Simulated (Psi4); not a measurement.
# CH3AlN− ([Al(CN)H3]-): B3LYP/aug-cc-pVDZ

What is the energy change on altering one bond length of CH3AlN− ([Al(CN)H3]-) at B3LYP/aug-cc-pVDZ? 

The calculation is run with Psi4 1.11.

4 further runs of the same task are left out: 1 that didn't finish, 3 set aside as unsound or not needed.

### Step 1. The molecule

The species is CH3AlN− (6 atoms), meant as a singlet with charge -1. SMILES: `[H][Al-]([H])([H])[C]#N`. Geometry: a GFN2-xTB relaxation, a rough one for these elements and not checked as a minimum.

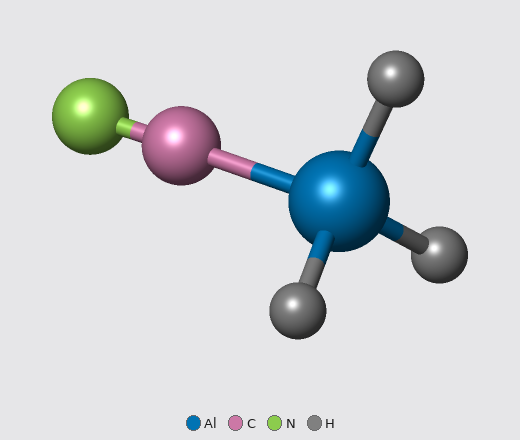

Viewed from a chosen angle; aluminium blue, carbon pink, nitrogen green, hydrogen grey.

### Step 2. The energy at B3LYP/aug-cc-pVDZ

Input file run.py:

```python
import psi4

psi4.set_memory(1600000000)
psi4.set_num_threads(1)
psi4.set_output_file('ch3aln.out', False)

geom = psi4.geometry("""
-1 1
Al    -0.006940     0.007910    -0.620420
C      0.003570    -0.008410     1.405440
N      0.029370    -0.033690     2.563760
H      1.527250     0.022600    -1.121070
H     -0.786890     1.336660    -1.107190
H     -0.766370    -1.325080    -1.120530
symmetry c1
no_reorient
no_com
""")

psi4.set_options({
    'puream': True,
    'e_convergence': 1e-09,
    'd_convergence': 1e-08,
    'scf_type': 'pk',
    'dft_radial_points': 99,
    'dft_spherical_points': 590,
})

E = psi4.energy("b3lyp/aug-cc-pVDZ", molecule=geom)
print(f'total energy {E:.8f} hartree = {E * 27.211386:.5f} eV')
```

The run is started by

```bash
$ python run.py
```

ch3aln.out:

```text
[...]
  Running in c1 symmetry.
[...]
  Nuclear repulsion =   74.064801638187475
[...]
  Multiplicity = 1
[...]
  Nalpha       = 15
  Nbeta        = 15
[...]
    Number of basis functions: 100
[...]
   @RKS iter   1:  -336.96884021952286   -7.81973e-01   5.68052e-03 DIIS/ADIIS
[...]
   @RKS iter  10:  -337.18164674049541   -1.56319e-11   9.28652e-09 DIIS
[...]
    Orbital Energies [Eh]
    ---------------------
    Doubly Occupied:
       1A    -55.850315     2A    -14.153767     3A    -10.020915
       4A     -3.932639     5A     -2.486855     6A     -2.484868
       7A     -2.484863     8A     -0.725490     9A     -0.307367
      10A     -0.214310    11A     -0.171671    12A     -0.171653
      13A     -0.158898    14A     -0.108751    15A     -0.108660
[...]
  @RKS Final Energy:  -337.18164674049541
   => Energetics <=
    Nuclear Repulsion Energy =             74.0648016381874754
    One-Electron Energy =                -617.0939384934999907
    Two-Electron Energy =                 231.8747427639888201
    DFT Exchange-Correlation Energy =     -26.0272526491716540
    Empirical Dispersion Energy =           0.0000000000000000
    VV10 Nonlocal Energy =                  0.0000000000000000
    Total Energy =                       -337.1816467404954096
[...]
 Multipole Moments:
 ------------------------------------------------------------------------------------
     Multipole            Electronic (a.u.)      Nuclear  (a.u.)        Total (a.u.)
 ------------------------------------------------------------------------------------
 L = 1.  Multiply by 2.5417464519 to convert [e a0] to [Debye]
 Dipole X            :         -0.2214944            0.2093439           -0.0121505
 Dipole Y            :          0.2943692           -0.2820983            0.0122708
 Dipole Z            :        -29.0779605           28.2792034           -0.7987571
 Magnitude           :                                                    0.7989437
[...]
```

On the terminal:

```text
total energy -337.18164674 hartree = -9175.17994 eV
```

Wall time 26 s (1 thread of Intel Xeon Platinum 8259CL at 2.50GHz (Skylake/Cascade Lake), shared host); peak memory 0.8 GiB.

### Step 3. The distorted shape: energy and forces at B3LYP/aug-cc-pVDZ

Input file job.in:

```
memory 1.6 GB

molecule {
  -1 1
  Al    -0.010810     0.011702    -0.794152
  C     -0.000300    -0.004618     1.231708
  N      0.029370    -0.033690     2.563760
  H      1.523380     0.026392    -1.294802
  H     -0.790760     1.340452    -1.280922
  H     -0.770240    -1.321288    -1.294262
  units angstrom
  symmetry c1
}

set puream true
set e_convergence 1e-09
set d_convergence 1e-08
set scf_type pk
set dft_radial_points 99
set dft_spherical_points 590

e_tot = gradient("b3lyp/aug-cc-pVDZ")
```

The run is started by

```bash
$ psi4 -i job.in -o job.out -n 1
```

job.out:

```text
[...]
  Running in c1 symmetry.
[...]
  Nuclear repulsion =   70.672904855357388
[...]
  Multiplicity = 1
[...]
  Nalpha       = 15
  Nbeta        = 15
[...]
    Number of basis functions: 100
[...]
   @RKS iter   1:  -336.98216283255698   -9.87612e-01   4.62768e-03 ADIIS/DIIS
[...]
   @RKS iter  11:  -337.14202898820520   -2.27374e-13   1.72072e-09 DIIS
[...]
    Orbital Energies [Eh]
    ---------------------
    Doubly Occupied:
       1A    -55.856514     2A    -14.192609     3A    -10.067712
       4A     -3.938769     5A     -2.493202     6A     -2.490874
       7A     -2.490869     8A     -0.665606     9A     -0.332870
      10A     -0.224199    11A     -0.159324    12A     -0.145829
      13A     -0.145774    14A     -0.109874    15A     -0.109812
[...]
  @RKS Final Energy:  -337.14202898820520
   => Energetics <=
    Nuclear Repulsion Energy =             70.6729048553573875
    One-Electron Energy =                -610.2309543576795932
    Two-Electron Energy =                 228.3186326861638520
    DFT Exchange-Correlation Energy =     -25.9026121720468332
    Empirical Dispersion Energy =           0.0000000000000000
    VV10 Nonlocal Energy =                  0.0000000000000000
    Total Energy =                       -337.1420289882051975
[...]
 Multipole Moments:
 ------------------------------------------------------------------------------------
     Multipole            Electronic (a.u.)      Nuclear  (a.u.)        Total (a.u.)
 ------------------------------------------------------------------------------------
 L = 1.  Multiply by 2.5417464519 to convert [e a0] to [Debye]
 Dipole X            :          0.0226949           -0.0279515           -0.0052566
 Dipole Y            :         -0.0346185            0.0375150            0.0028965
 Dipole Z            :          3.8977395           -3.7508955            0.1468440
 Magnitude           :                                                    0.1469666
[...]
  -Total Gradient:
     Atom            X                  Y                   Z
    ------   -----------------  -----------------  -----------------
       1        0.000292446202    -0.000476813416     0.008784812411
       2       -0.005265838539     0.005054427750    -0.223225514943
       3        0.005087546175    -0.004934019711     0.217231233342
       4       -0.003588737627    -0.000035447897    -0.000883707399
       5        0.001648713034    -0.002760232419    -0.001072521938
       6        0.001825882505     0.003152526304    -0.000834916967
[...]
```

Run time: 45 s. Hardware: 1 thread of Intel Xeon Platinum 8259CL at 2.50GHz (Skylake/Cascade Lake), shared host; peak memory 0.8 GiB.

### Step 4. Outcome

At B3LYP/aug-cc-pVDZ:

| quantity | value |
| --- | --- |
| first shape: total energy | -337.18165 Eh |
| first shape: HOMO energy | -2.96 eV |
| first shape: LUMO energy | 2.90 eV |
| first shape: HOMO–LUMO gap (to an unbound level, set by the basis) | 5.86 eV |
| distorted shape: total energy | -337.14203 Eh |
| distorted shape: HOMO energy | -2.99 eV |
| distorted shape: LUMO energy | 2.89 eV |
| distorted shape: HOMO–LUMO gap (to an unbound level, set by the basis) | 5.88 eV |
| distorted shape: largest force on an atom | 11.485 eV/Å |
| energy change with the C2–N3 bond stretched from 1.159 to 1.333 Å | 1.078 eV |

What this shows: With the C2–N3 bond stretched from 1.159 to 1.333 Å the energy rises by 1.08 eV (25 kcal/mol). The first shape isn't relaxed at this level, so the change isn't measured from a minimum.
